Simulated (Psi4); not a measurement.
# CH3AlCl (SMILES [CH3][Al][Cl]), step by step

Aim: a structure relaxation (doublet CH3AlCl, UM06-2X/6-31+G*), then the energy (singlet CH3AlCl+, M06-2X/6-31+G*), then a geometry optimisation (singlet CH3AlCl+, M06-2X/6-31+G*), then the energy (doublet CH3AlCl, UM06-2X/6-31+G*) of CH3AlCl. 

Program for the calculation: Psi4 1.11.

## (1) The molecule

CH3AlCl has 6 atoms, charge 0, and is taken as a doublet. SMILES: `[CH3][Al][Cl]`. All atoms were displaced at random from a relaxed shape. The run starts from this shape.

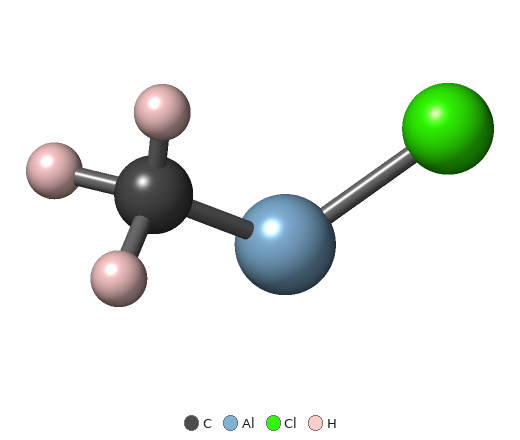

Viewed from a chosen angle; carbon dark grey, aluminium light blue, chlorine green, hydrogen pink.

## (2) A structure relaxation at UM06-2X/6-31+G(d) (density fitting, Cartesian functions) (run 1)

job.in

```
memory 1600 mb

molecule geom {
  0 2
  C
  Al 1 R2
  Cl 2 R3 1 A3
  H 1 R4 2 A4 3 D4
  H 1 R5 4 A5 2 D5
  H 1 R6 4 A6 5 D6

  R2 = 1.838426
  R3 = 2.111398
  A3 = 116.36417
  R4 = 1.067247
  A4 = 120.4634
  D4 = -1.34525
  R5 = 1.237106
  A5 = 104.42486
  D5 = 128.12261
  R6 = 1.187176
  A6 = 98.10875
  D6 = 101.28563
}

set globals {
  reference uks
}

energy_value, wavefunction = optimize("m06-2x/6-31+G*", return_wfn=True)
```

The run is started by

```sh
$ psi4 job.in job.out -n 1
```

job.out:

```text
[...]
  Running in c1 symmetry.
[...]
  Nuclear repulsion =  117.843588303800033
[...]
  Multiplicity = 2
[...]
  Nalpha       = 20
  Nbeta        = 19
[...]
    Number of basis functions: 71
[...]
   @DF-UKS iter   1:  -742.22414629931666   -3.55127e-01   9.39970e-03 ADIIS/DIIS
[...]
   @DF-UKS iter   8:  -742.48422469912384   -1.02318e-11   7.35764e-09 DIIS
[...]
   @S^2 Observed:                7.525787021E-01
[...]
  @DF-UKS Final Energy:  -742.48422469912384
   => Energetics <=
    Nuclear Repulsion Energy =            115.6947994558096582
    One-Electron Energy =               -1255.9655577188214011
    Two-Electron Energy =                 423.1267757743322591
    DFT Exchange-Correlation Energy =     -25.3402422104444689
    Empirical Dispersion Energy =           0.0000000000000000
    VV10 Nonlocal Energy =                  0.0000000000000000
    Total Energy =                       -742.4842246991238426
[...]
  -Total Gradient:
     Atom            X                  Y                   Z
    ------   -----------------  -----------------  -----------------
       1        0.000134876608    -0.000154831683    -0.000141595060
       2       -0.000026608840     0.000000821667     0.000048821797
       3        0.000015994700     0.000108149979     0.000027698853
       4       -0.000040218654     0.000151807005     0.000050708956
       5       -0.000074974435     0.000086969528    -0.000005041395
       6       -0.000016397590     0.000047226717    -0.000024194639
[...]
```

Standard output:

```text
Optimizer: Optimization complete!
```

It took 54 s on 1 thread of Intel Xeon 6975P-C (Granite Rapids), shared host; peak memory 0.86 GiB.

The path in brief:

```
step  energy from the first frame kept (eV)  largest force (eV/Å)
   0                                 0.0000                6.1643
   1                                -0.5349                2.0060
   2                                -0.6008                0.4460
   3                                -0.6113                0.2115
   4                                -0.6124                0.0710
   5                                -0.6127                0.0280
   6                                -0.6128                0.0128
```

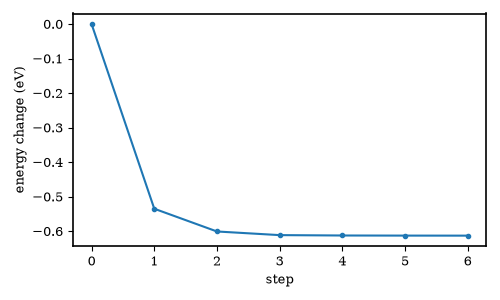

Energy along the run.

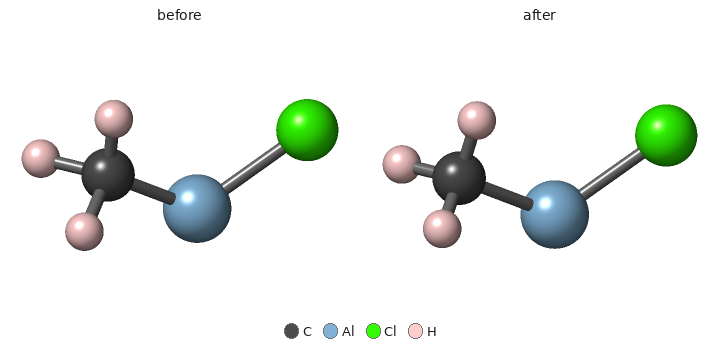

Before and after, at one scale.

After the run. Bond lengths: C1–Al2 1.973 Å, Al2–Cl3 2.134 Å, C1–H4 1.095 Å, C1–H5 1.095 Å, C1–H6 1.096 Å. Angles: C1–Al2–Cl3 116.5°, Al2–C1–H4 110.1°, Al2–C1–H5 110.9°, Al2–C1–H6 110.6°, H4–C1–H5 108.9°, H4–C1–H6 108.8°, H5–C1–H6 107.4°.

## (3) The singlet cation: the energy at M06-2X/6-31+G(d) (density fitting, Cartesian functions) (run 2)

calc.inp

```
memory 1600 MB

molecule geom {
  1 1
  C
  Al 1 R2
  Cl 2 R3 1 A3
  H 1 R4 2 A4 3 D4
  H 1 R5 4 A5 2 D5
  H 1 R6 4 A6 5 D6

  R2 = 1.973329
  R3 = 2.13402
  A3 = 116.53315
  R4 = 1.094776
  A4 = 110.10278
  D4 = -1.87533
  R5 = 1.095366
  A5 = 108.94742
  D5 = 121.79568
  R6 = 1.095738
  A6 = 108.79617
  D6 = 116.80679
  symmetry c1
}

set reference rks

e_tot = energy("m06-2x/6-31+G*")
```

The run is started by

```sh
$ psi4 -i calc.inp -o calc.out -n 1
```

calc.out:

```text
[...]
  Running in c1 symmetry.
[...]
  Nuclear repulsion =  115.694812123852358
[...]
  Multiplicity = 1
[...]
  Nalpha       = 19
  Nbeta        = 19
[...]
    Number of basis functions: 71
[...]
   @DF-RKS iter   1:  -741.96628980248465   -1.06364e-01   8.56857e-03 DIIS/ADIIS
[...]
   @DF-RKS iter   9:  -742.18759791288164   -1.92681e-08   3.63216e-07 DIIS
[...]
  @DF-RKS Final Energy:  -742.18759791288164
   => Energetics <=
    Nuclear Repulsion Energy =            115.6948121238523584
    One-Electron Energy =               -1246.7462717498497113
    Two-Electron Energy =                 414.0582994661450584
    DFT Exchange-Correlation Energy =     -25.1944377530294332
    Empirical Dispersion Energy =           0.0000000000000000
    VV10 Nonlocal Energy =                  0.0000000000000000
    Total Energy =                       -742.1875979128816425
[...]
 Multipole Moments:
 ------------------------------------------------------------------------------------
     Multipole            Electronic (a.u.)      Nuclear  (a.u.)        Total (a.u.)
 ------------------------------------------------------------------------------------
 L = 1.  Multiply by 2.5417464519 to convert [e a0] to [Debye]
 Dipole X            :          0.0032442           -0.0048294           -0.0015853
 Dipole Y            :         -0.2422089            2.5986072            2.3563983
 Dipole Z            :          6.7908443           -7.5350316           -0.7441874
 Magnitude           :                                                    2.4711192
[...]
```

Run time: 5.7 s. Hardware: 1 thread of Intel Xeon 6975P-C (Granite Rapids), shared host; peak memory 0.8 GiB.

## (4) The singlet cation: a geometry optimisation at M06-2X/6-31+G(d) (density fitting, Cartesian functions) (run 3)

run.py

```python
import psi4

psi4.set_memory(1600000000)
psi4.set_num_threads(1)
psi4.set_output_file('run.log', False)

geom = psi4.geometry("""
1 1
C     -0.378021     0.487006    -0.288284
Al     0.151999    -1.322841     0.292715
Cl     2.087025    -1.513245     1.172182
H      0.411284     1.206063    -0.046440
H     -1.305922     0.798710     0.203313
H     -0.556369     0.508801    -1.369190
units angstrom
symmetry c1
""")

result, w = psi4.optimize('m06-2x/6-31+G*', molecule=geom, return_wfn=True)
print(f'total energy {result:.8f} hartree = {result * 27.211386:.5f} eV')
geom.save_xyz_file('final.xyz', False)
for k, v in sorted(psi4.core.scalar_variables().items()):
    print(f'{k:45s} {v:18.10f}')
```

The run is started by

```sh
$ python run.py
```

run.log:

```text
[...]
  Running in c1 symmetry.
[...]
  Nuclear repulsion =  115.694813845198070
[...]
  Multiplicity = 1
[...]
  Nalpha       = 19
  Nbeta        = 19
[...]
    Number of basis functions: 71
[...]
   @DF-RKS iter   0:  -742.22094018339260   -7.42221e+02   2.06943e-04
[...]
   @DF-RKS iter   6:  -742.22161700924426   -1.81899e-12   6.06478e-09 DIIS
[...]
  @DF-RKS Final Energy:  -742.22161700924426
   => Energetics <=
    Nuclear Repulsion Energy =            117.3569974764660486
    One-Electron Energy =               -1249.8087280489696695
    Two-Electron Energy =                 415.4494094624369609
    DFT Exchange-Correlation Energy =     -25.2192958991774461
    Empirical Dispersion Energy =           0.0000000000000000
    VV10 Nonlocal Energy =                  0.0000000000000000
    Total Energy =                       -742.2216170092442553
[...]
  -Total Gradient:
     Atom            X                  Y                   Z
    ------   -----------------  -----------------  -----------------
       1       -0.000095224677     0.000091492757    -0.000059167079
       2       -0.000104758295     0.000157025345    -0.000081029607
       3       -0.000113042685     0.000130976922    -0.000073942958
       4       -0.000114492837     0.000129429184    -0.000076141541
       5       -0.000117516099     0.000138425601    -0.000077138403
       6       -0.000110713623     0.000133005316    -0.000076861533
[...]
```

Standard output:

```text
Optimizer: Optimization complete!
total energy -742.22161701 hartree = -20196.87892 eV
CURRENT ENERGY                                   -742.2216170092
CURRENT REFERENCE ENERGY                         -742.2216170092
DD SOLVATION ENERGY                                 0.0000000000
DFT FUNCTIONAL TOTAL ENERGY                      -742.2216170092
DFT TOTAL ENERGY                                 -742.2216170092
DFT VV10 ENERGY                                     0.0000000000
DFT XC ENERGY                                     -25.2192958992
GRID ELECTRONS ALPHA                               19.0000008201
GRID ELECTRONS BETA                                19.0000008201
GRID ELECTRONS TOTAL                               38.0000016402
NUCLEAR REPULSION ENERGY                          117.3569974765
ONE-ELECTRON ENERGY                             -1249.8087280490
OPTIMIZATION ITERATIONS                            10.0000000000
PCM POLARIZATION ENERGY                             0.0000000000
PE ENERGY                                           0.0000000000
SCF ITERATION ENERGY                             -742.2216170092
SCF ITERATIONS                                      6.0000000000
SCF TOTAL ENERGY                                 -742.2216170092
TWO-ELECTRON ENERGY                               415.4494094624
XC GRID RADIAL POINTS                              75.0000000000
XC GRID SPHERICAL POINTS                          302.0000000000
XC GRID TOTAL POINTS                           131156.0000000000
```

Run time: 50 s. Hardware: 1 thread of Intel Xeon 6975P-C (Granite Rapids), shared host; peak memory 0.84 GiB.

The path in brief:

| step | energy from the first frame kept (eV) | largest force (eV/Å) |
| --- | --- | --- |
| 0 | 0.0000 | 2.9623 |
| 1 | -0.4327 | 1.6557 |
| 2 | -0.7482 | 0.7885 |
| 3 | -0.8543 | 0.4940 |
| 4 | -0.9177 | 0.2818 |
| 5 | -0.9240 | 0.1722 |
| 6 | -0.9257 | 0.0283 |
| 7 | -0.9257 | 0.0167 |
| 8 | -0.9257 | 0.0110 |
| 9 | -0.9257 | 0.0106 |

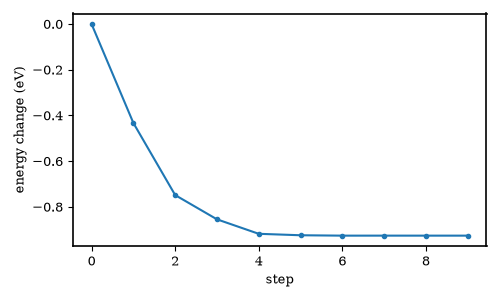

Energy along the run.

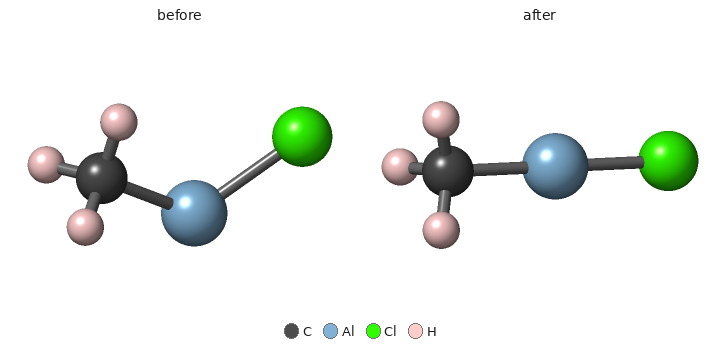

Before and after, at one scale.

After the run. Bond lengths: C1–Al2 1.913 Å, Al2–Cl3 2.014 Å, C1–H4 1.095 Å, C1–H5 1.095 Å, C1–H6 1.095 Å. Angles: C1–Al2–Cl3 180.0°, Al2–C1–H4 109.4°, Al2–C1–H5 109.4°, Al2–C1–H6 109.4°, H4–C1–H5 109.6°, H4–C1–H6 109.6°, H5–C1–H6 109.6°.

## (5) A single-point energy at UM06-2X/6-31+G(d) (density fitting, Cartesian functions) (run 4)

input.inp

```
memory 1.6 GB

molecule geom {
  0 2
  C     -0.515167     0.678856    -0.386816
  Al     0.612766    -0.670601     0.366715
  Cl     1.799793    -2.090741     1.159768
  H     -0.014759     1.649851    -0.317974
  H     -1.459569     0.713109     0.165380
  H     -0.713176     0.442046    -1.436910
  units angstrom
  symmetry c1
}

set basis 6-31+G*
set reference uks

energy("m06-2x")
print_variables()
```

The run is started by

```sh
$ psi4 -i input.inp -o input.out -n 1
```

input.out:

```text
[...]
  Running in c1 symmetry.
[...]
  Nuclear repulsion =  117.356983045377348
[...]
  Multiplicity = 2
[...]
  Nalpha       = 20
  Nbeta        = 19
[...]
    Number of basis functions: 71
[...]
   @DF-UKS iter   1:  -742.19377634705188   -2.35637e-01   9.59903e-03 ADIIS/DIIS
[...]
   @DF-UKS iter   9:  -742.43466638826703   -2.04952e-08   3.83201e-07 DIIS
[...]
   @S^2 Observed:                7.553140402E-01
[...]
  @DF-UKS Final Energy:  -742.43466638826703
   => Energetics <=
    Nuclear Repulsion Energy =            117.3569830453773477
    One-Electron Energy =               -1258.8507758621180983
    Two-Electron Energy =                 424.4139491488842282
    DFT Exchange-Correlation Energy =     -25.3548227204105494
    Empirical Dispersion Energy =           0.0000000000000000
    VV10 Nonlocal Energy =                  0.0000000000000000
    Total Energy =                       -742.4346663882670327
[...]
 Multipole Moments:
 ------------------------------------------------------------------------------------
     Multipole            Electronic (a.u.)      Nuclear  (a.u.)        Total (a.u.)
 ------------------------------------------------------------------------------------
 L = 1.  Multiply by 2.5417464519 to convert [e a0] to [Debye]
 Dipole X            :          4.7432466           -5.1619600           -0.4187134
 Dipole Y            :         -5.6758814            6.1760573            0.5001759
 Dipole Z            :          3.1693327           -3.4487219           -0.2793892
 Magnitude           :                                                    0.7096163
[...]
```

Wall time 7.8 s (1 thread of Intel Xeon 6975P-C (Granite Rapids), shared host); peak memory 0.79 GiB.

## (6) What came out

| quantity | value |
| --- | --- |
| run 1, UM06-2X/6-31+G*: total energy at the end | -742.48422 Eh |
| run 1, UM06-2X/6-31+G*: dipole moment | 2.52 D |
| run 1, UM06-2X/6-31+G*: HOMO energy (highest over α and β) | -6.69 eV |
| run 1, UM06-2X/6-31+G*: LUMO energy (lowest over α and β) | -2.74 eV |
| run 1, UM06-2X/6-31+G*: ⟨S²⟩ | 0.753 |
| singlet cation, run 2: total energy | -742.18760 Eh |
| singlet cation, run 2: HOMO energy | -15.87 eV |
| singlet cation, run 2: LUMO energy | -9.31 eV |
| singlet cation, run 2: HOMO–LUMO gap | 6.56 eV |
| singlet cation, run 3: total energy at the end | -742.22162 Eh |
| singlet cation, run 3: HOMO energy | -16.71 eV |
| singlet cation, run 3: LUMO energy | -6.93 eV |
| singlet cation, run 3: HOMO–LUMO gap | 9.78 eV |
| run 4, UM06-2X/6-31+G*: total energy | -742.43467 Eh |
| run 4, UM06-2X/6-31+G*: dipole moment | 1.80 D |
| run 4, UM06-2X/6-31+G*: HOMO energy (highest over α and β) | -4.73 eV |
| run 4, UM06-2X/6-31+G*: LUMO energy (lowest over α and β) | -1.48 eV |
| run 4, UM06-2X/6-31+G*: ⟨S²⟩ | 0.755 |
| adiabatic ionisation energy (to the singlet cation, no zero-point term) | 7.146 eV |

What this shows: The adiabatic ionisation energy (to the singlet cation, no zero-point term) is 7.15 eV (165 kcal/mol). The optimisation (run 1, UM06-2X/6-31+G*) took 7 steps and changed the energy by -0.613 eV. The optimisation (singlet cation, run 3) took 10 steps and changed the energy by -0.926 eV.
